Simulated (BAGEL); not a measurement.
# HF/6-31G(d) (density fitting with qzvpp-jkfit, spherical functions) run of CH5ClGe (SMILES [CH3][GeH2][Cl])

What is the vertical singlet–triplet gap of CH5ClGe at HF/6-31G* (density fitting with qzvpp-jkfit, spherical functions)? 

The calculation is run with BAGEL 1.2.2.

## 1. The structure to begin with

CH5ClGe has 8 atoms, charge 0, and is taken as a singlet. As SMILES, `[CH3][GeH2][Cl]`. Geometry: relaxed at PBE0-D4/def2-TZVP.

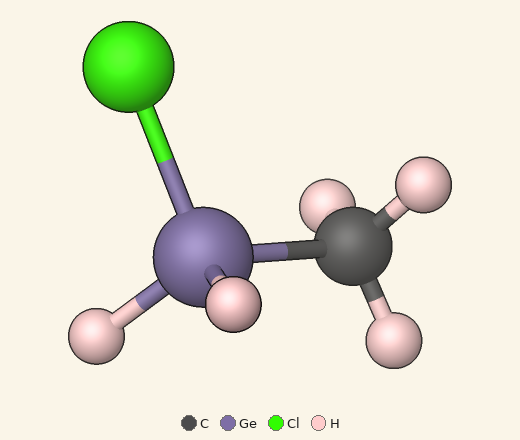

The structure, seen from a chosen angle (carbon dark grey, germanium purple, chlorine green, hydrogen pink).

## 2. A single-point energy at HF/6-31G(d) (density fitting with qzvpp-jkfit, spherical functions)

hf.json reads:

```json
{ "bagel": [

{
  "title": "molecule",
  "basis": "6-31gs.json",
  "df_basis": "qzvpp-jkfit",
  "angstrom": true,
  "geometry": [
    { "atom": "C", "xyz": [   -0.555000,    0.817400,   -0.373800 ] },
    { "atom": "Ge", "xyz": [    0.403000,   -0.782100,    0.161800 ] },
    { "atom": "Cl", "xyz": [    1.611700,   -0.270600,    1.883000 ] },
    { "atom": "H", "xyz": [    0.153800,    1.604500,   -0.630700 ] },
    { "atom": "H", "xyz": [   -1.187600,    1.161200,    0.444500 ] },
    { "atom": "H", "xyz": [   -1.180600,    0.603500,   -1.242400 ] },
    { "atom": "H", "xyz": [    1.379600,   -1.278900,   -0.914600 ] },
    { "atom": "H", "xyz": [   -0.532600,   -1.912100,    0.616400 ] }
  ]
},
{
  "title": "hf"
},
{
  "title": "print",
  "file": "orbitals.molden",
  "orbitals": true
}

]}
```

The basis set 6-31G* is read from a file made from the Basis Set Exchange's data (not shown).

Run with:

```bash
$ BAGEL_NUM_THREADS=1 BAGEL hf.json > hf.out
```

The program printed:

```text
* using 1 threads per process

  ===============================================================
  ===============================================================

  *** Geometry ***

  { "atom" : "C", "xyz" : [     -1.048798,      1.544662,     -0.706380 ] },
  { "atom" : "Ge", "xyz" : [      0.761560,     -1.477955,      0.305758 ] },
  { "atom" : "Cl", "xyz" : [      3.045672,     -0.511360,      3.558354 ] },
  { "atom" : "H", "xyz" : [      0.290640,      3.032066,     -1.191850 ] },
  { "atom" : "H", "xyz" : [     -2.244239,      2.194350,      0.839983 ] },
  { "atom" : "H", "xyz" : [     -2.231011,      1.140450,     -2.347796 ] },
  { "atom" : "H", "xyz" : [      2.607066,     -2.416771,     -1.728344 ] },
  { "atom" : "H", "xyz" : [     -1.006468,     -3.613345,      1.164827 ] },

  Number of auxiliary basis functions:      559

  Since a DF basis is specified, we compute 2- and 3-index integrals:
    o Being stored without compression. Storage requirement is 0.024 GB

  Number of basis functions:       74
  Number of electrons      :       60

    * METHOD: MOLECULE                             0.51

  *** RHF ***

  === Nuclear Repulsion ===
   270.1214696074

      * DIIS with orbital gradients will be used.

  === RHF iteration (6-31gs.json) ===
      0      -2575.30194227          0.01093572           0.09
      1      -2575.36692422          0.00445792           0.09
      2      -2575.37660911          0.00116599           0.08
      3      -2575.37735195          0.00034361           0.08
      4      -2575.37739437          0.00005298           0.08
      5      -2575.37739704          0.00001519           0.08
      6      -2575.37739724          0.00000569           0.08
      7      -2575.37739728          0.00000120           0.08
      8      -2575.37739728          0.00000024           0.08
      9      -2575.37739728          0.00000011           0.08
     10      -2575.37739728          0.00000003           0.08
     11      -2575.37739728          0.00000001           0.08
    * SCF iteration converged.

    * Permanent dipole moment:
           (    0.730051,    -0.010843,     0.907091) a.u.

    * METHOD: HF                                   1.25

    * METHOD: PRINT                                0.01

  ===============================================================
```

Wall time 2.3 s (1 thread of Intel Xeon 6975P-C (Granite Rapids), shared host); peak memory 0.13 GiB.

## 3. The triplet

calc.json reads:

```json
{ "bagel": [

{
  "title": "molecule",
  "basis": "6-31gs.json",
  "df_basis": "qzvpp-jkfit",
  "angstrom": true,
  "geometry": [
    { "atom": "C", "xyz": [      -0.555000,       0.817400,      -0.373800 ] },
    { "atom": "Ge", "xyz": [       0.403000,      -0.782100,       0.161800 ] },
    { "atom": "Cl", "xyz": [       1.611700,      -0.270600,       1.883000 ] },
    { "atom": "H", "xyz": [       0.153800,       1.604500,      -0.630700 ] },
    { "atom": "H", "xyz": [      -1.187600,       1.161200,       0.444500 ] },
    { "atom": "H", "xyz": [      -1.180600,       0.603500,      -1.242400 ] },
    { "atom": "H", "xyz": [       1.379600,      -1.278900,      -0.914600 ] },
    { "atom": "H", "xyz": [      -0.532600,      -1.912100,       0.616400 ] }
  ]
},

{
  "title": "uhf",
  "nopen": 2
},

{
  "title": "print",
  "file": "orbitals.molden",
  "orbitals": true
}

]}
```

The basis set 6-31G* is read from a file made from the Basis Set Exchange's data (not shown).

Run with:

```bash
$ BAGEL_NUM_THREADS=1 BAGEL calc.json > calc.out
```

The program printed:

```text
* using 1 threads per process

  ===============================================================
  ===============================================================

  *** Geometry ***

  { "atom" : "C", "xyz" : [     -1.048798,      1.544662,     -0.706380 ] },
  { "atom" : "Ge", "xyz" : [      0.761560,     -1.477955,      0.305758 ] },
  { "atom" : "Cl", "xyz" : [      3.045672,     -0.511360,      3.558354 ] },
  { "atom" : "H", "xyz" : [      0.290640,      3.032066,     -1.191850 ] },
  { "atom" : "H", "xyz" : [     -2.244239,      2.194350,      0.839983 ] },
  { "atom" : "H", "xyz" : [     -2.231011,      1.140450,     -2.347796 ] },
  { "atom" : "H", "xyz" : [      2.607066,     -2.416771,     -1.728344 ] },
  { "atom" : "H", "xyz" : [     -1.006468,     -3.613345,      1.164827 ] },

  Number of auxiliary basis functions:      559

  Since a DF basis is specified, we compute 2- and 3-index integrals:
    o Being stored without compression. Storage requirement is 0.024 GB

  Number of basis functions:       74
  Number of electrons      :       60

    * METHOD: MOLECULE                             0.25

  *** Open-shell HF ***

  === Nuclear Repulsion ===
   270.1214696074

      * DIIS with orbital gradients will be used.

  === UHF iteration (6-31gs.json) ===
      0      -2574.95988693          0.02305570           0.20
      1      -2575.04886632          0.01180755           0.16
      2      -2575.07323474          0.00607360           0.16
      3      -2575.08370187          0.00223946           0.14
      4      -2575.09000054          0.00206855           0.14
      5      -2575.09432301          0.00202795           0.14
      6      -2575.10024887          0.00190423           0.14
      7      -2575.09966606          0.00553539           0.14
      8      -2575.11265238          0.00080652           0.14
      9      -2575.11298373          0.00021555           0.14
     10      -2575.11297848          0.00021694           0.15
     11      -2575.11304241          0.00008065           0.14
     12      -2575.11305851          0.00002901           0.14
     13      -2575.11306357          0.00001250           0.14
     14      -2575.11306473          0.00000650           0.14
     15      -2575.11306498          0.00000238           0.14
     16      -2575.11306499          0.00000117           0.14
     17      -2575.11306500          0.00000058           0.14
     18      -2575.11306501          0.00000025           0.14
     19      -2575.11306501          0.00000013           0.15
     20      -2575.11306501          0.00000010           0.15
     21      -2575.11306501          0.00000008           0.15
     22      -2575.11306501          0.00000006           0.14
     23      -2575.11306501          0.00000003           0.14
     24      -2575.11306501          0.00000002           0.14
     25      -2575.11306501          0.00000001           0.14
     26      -2575.11306501          0.00000001           0.14
    * SCF iteration converged.

    * S^2 (UHF) is 2.0118

    * Permanent dipole moment:
           (   -0.429593,    -0.511695,    -0.748275) a.u.

    * METHOD: UHF                                  4.10

    * METHOD: PRINT                                0.01

  ===============================================================
```

Run time: 4.8 s. Hardware: 1 thread of Intel Xeon 6975P-C (Granite Rapids), shared host; peak memory 0.13 GiB.

## 4. What came out

At HF/6-31G* (density fitting with qzvpp-jkfit, spherical functions):

| quantity | value |
| --- | --- |
| singlet: total energy | -2575.37740 Eh |
| singlet: dipole moment | 2.96 D |
| singlet: HOMO energy | -11.59 eV |
| singlet: LUMO energy | 3.21 eV |
| singlet: HOMO–LUMO gap | 14.81 eV |
| triplet: total energy | -2575.11307 Eh |
| triplet: dipole moment | 2.55 D |
| triplet: ⟨S²⟩ | 2.012 |
| vertical energy of the triplet above the singlet | 7.193 eV |

In words: At this shape the triplet lies 7.19 eV (694 kJ/mol) above the singlet.
